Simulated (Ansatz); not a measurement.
**Boron, diamond: r²SCAN0 at the r²SCAN geometry**

Aim: see what exact exchange does to the levels, and what it costs. Spin polarisation is left out. The cell comes from an earlier r²SCAN relaxation. Exact exchange is dear, so the k-mesh is coarse, and r²SCAN is run on the same mesh for comparison.

Program: Ansatz 0.2.0. Level of theory: DFT, plane waves (500 eV) with PBE-made PAW files, scalar-relativistic; functionals as named at each step. These are calculated values, not measurements.

### 1 The structure to begin with

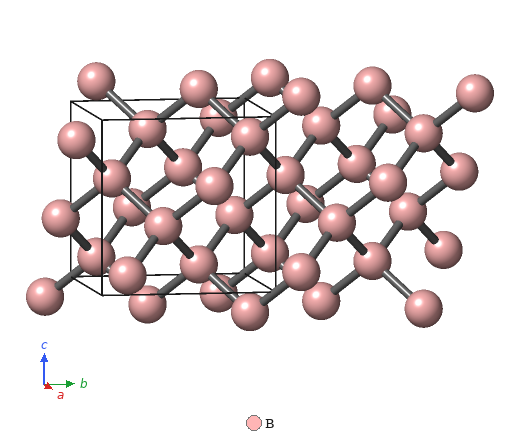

The structure, seen slightly off an axis (boron pink). 1×2×1 conventional cells are drawn; the run uses a primitive one. Any atoms on the faces are drawn again on the opposite ones, and bonded neighbours outside are added.

Coordinates:

```
CELL_PARAMETERS angstrom
0.00000 2.02718 2.02718
2.02718 0.00000 2.02718
2.02718 2.02718 0.00000
ATOMIC_POSITIONS crystal
B 0.12500 0.12500 0.12500
B 0.87500 0.87500 0.87500
```

### 2 r²SCAN, coarse mesh

The run with r²SCAN.

File input.yaml:

```yaml
crystal:
  lattice:
    - [0.0, 2.0271810083, 2.0271810083]
    - [2.0271810083, 0.0, 2.0271810083]
    - [2.0271810083, 2.0271810083, 0.0]
  atoms:
    - { symbol: B, position: [0.125, 0.125, 0.125] }
    - { symbol: B, position: [0.875, 0.875, 0.875] }
hamiltonian:
  xc: r2scan
  pseudopotentials:
    kind: paw
    azcp:
      B: "pseudopotentials/B.paw.azcp"
basis:
  ecutwfc: 500
  fft_grid_basis: typed
kpoints:
  mp_grid: { grid: [7, 7, 7], shift: [0, 0, 0] }
magnetization:
  spin_polarized: false
scf:
  occupations: { method: fermi_dirac, width: 0.1 }
```

Launch:

```
ansatz run input.yaml --threads 4 --pin off --max-ram 8192MiB --backend cpu --events-out ev --progress --plain --runs-dir out
```

The log of the run (excerpt; [...] marks lines left out):

```text
Warning: RAYON_NUM_THREADS=4 ignored (pool sized by the plan → 4); use --threads N
[...]
Pseudopotentials: kind: paw
Pseudopotential: B, paw, valence charge 3, recommended cutoff 500 eV (meta_gga), <dir>
Functional definition: r2SCAN
[...]
Crystal: 2 atoms, lattice volume = 16.661 Å³
Basis set: ecut = 500 eV, 411 PW (Γ), exchange–correlation on 96×96×96 points (64 copies of the dense FFT grid, shifted against one another)
Bands: 7, of which v1, the nominal top of the filled ones, is band 3 counted from 1 (2 counted from 0)
Symmetry: 48 space group operations
Space group: Fd-3m (ITA 227), of the structure as read, at distance tolerance 2.6e-5 Å
k-points: 20 of 343
[...]
SCF iter   1: F=—  HF=-311.068960 eV  |F-HF|=—  |Δ(HF+E_count)|=         —  Δρ=3.90e-3  dr2=9.93e-4  dr2_τ=1.55e-1  ethr=1.77e-3  ⟨swp⟩=4.5  Hψ=966  notcnv=0
[...]
SCF iter   6: F=-311.103938 eV  HF=-311.103938 eV  |F-HF|=3.49e-10  |Δ(HF+E_count)|=   1.83e-7  Δρ=2.37e-6  dr2=3.91e-10  dr2_τ=8.29e-12  ethr=1.67e-9  ⟨swp⟩=2.0  Hψ=256  notcnv=0
[...]
SCF converged after 6 iterations
Free energy (F): -311.103938 eV
[...]
E sigma→0 (E₀):  -311.080889 eV
Entropy (-TS):   -0.046097 eV (-23.048 meV/atom)
Fermi energy:    6.415472 eV
[...]
```

Wall time 0.31 s (4 threads of Arm Neoverse V2, shared host); peak memory 0.26 GiB.

### 3 r²SCAN0, coarse mesh

The run with r²SCAN0.

input.yaml: that of step 2 with these lines changed.

```diff
@@ -9,3 +9,3 @@
 hamiltonian:
-  xc: r2scan
+  xc: r2scan0
   pseudopotentials:
```

Launch:

```
ansatz run input.yaml --threads 4 --pin off --max-ram 8192MiB --backend cpu --events-out ev --progress --plain --runs-dir out
```

The log of the run (excerpt; [...] marks lines left out):

```text
Warning: RAYON_NUM_THREADS=4 ignored (pool sized by the plan → 4); use --threads N
[...]
[... 2 set-up lines as earlier in the session ...]
Functional definition: r2SCAN0
[...]
Crystal: 2 atoms, lattice volume = 16.661 Å³
Basis set: ecut = 500 eV, 411 PW (Γ), exchange–correlation on 96×96×96 points (64 copies of the dense FFT grid, shifted against one another)
Bands: 7, of which v1, the nominal top of the filled ones, is band 3 counted from 1 (2 counted from 0)
[... 2 set-up lines as earlier in the session ...]
k-points: 20 of 343
[...]
SCF iter   1: F=—  HF=-311.067910 eV  |F-HF|=—  |Δ(HF+E_count)|=         —  Δρ=3.89e-3  dr2=9.87e-4  dr2_τ=1.55e-1  ethr=1.77e-3  ⟨swp⟩=6.5  Hψ=664  notcnv=0
[...]
Frozen-core exchange: fock
[...]
hybrid outer 1: dexx = +6.544e-3 eV, tail = 4.69e-3 eV
[...]
exact exchange: an outer loop of this run ended on a state whose frontier levels can be filled otherwise, and a further loop was made from that state with electrons moved between them. It converged no lower than the two loops' stops tell apart, in 13 SCF iterations, so its state is not used
hybrid SCF converged: 4 outer / 14 inner (+7 warm-up), last move |dexx| = 5.97e-10 eV, tail = 7.78e-9 eV
Stability not checked: this state was not tested for a lower state beside it, because the functional holds exact exchange (a hybrid, or Hartree-Fock), whose exchange loop this test does not read (fock_operator; see scf.lower_state_search)
Free energy (F): -310.563291 eV
Frozen-core exchange: fock
[...]
E sigma→0 (E₀):  -310.555269 eV
Entropy (-TS):   -0.016044 eV (-8.022 meV/atom)
Fermi energy:    6.322817 eV
[...]
--- Band table (eV; the first three rows and the last of 20) ---
  k-point 0: bands = ["-9.3671", "11.7555", "11.7555", "11.7555", "16.1660"]
[...]
  guard bands above this table: 2 of the run's 7 bands. The solve was not asked for them (output.publish_guard_bands: true or output.eigenvalues: true publishes all)
```

It took 6.3 s on 4 threads of Arm Neoverse V2, shared host; peak memory 0.62 GiB.

### 4 Side by side

| functional | gap on the mesh | Fermi energy (eV) | SCF cycles | exchange loops | CPU time |
| --- | --- | --- | --- | --- | --- |
| r²SCAN | none (levels filled in part) | 6.415 | 6 | - | 0.71 s |
| r²SCAN0 | none (levels filled in part) | 6.323 | 21 | 4 | 20 s |

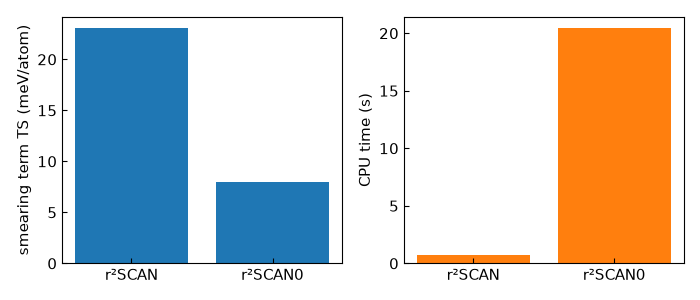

Smearing term and CPU time by functional.

### 5 Summary of results

| quantity | value |
| --- | --- |
| r²SCAN: gap | none (levels filled in part) |
| r²SCAN0: gap | none (levels filled in part) |
| r²SCAN0: SCF cycles, exchange loops | 21, 4 |
| r²SCAN0: CPU time over that of r²SCAN | 29 |
| r²SCAN0: relative to alpha-rhombohedral (B12) | +1236 meV/atom |

What this shows: Both r²SCAN and r²SCAN0 leave levels filled in part. The hybrid took 29 times as much CPU time as r²SCAN on the same settings. r²SCAN0 needed 4 outer loops of the exchange operator. The dense-mesh value adds -17.4 meV/atom, the change that r²SCAN shows between the coarse mesh and its own dense run (not shown). Under r²SCAN0 it lies 1236 meV/atom above alpha-rhombohedral (B12) (computed apart in the same way); on such meshes a few tens of meV are uncertain for metals. The total energies in the logs cannot be compared from one functional to another.
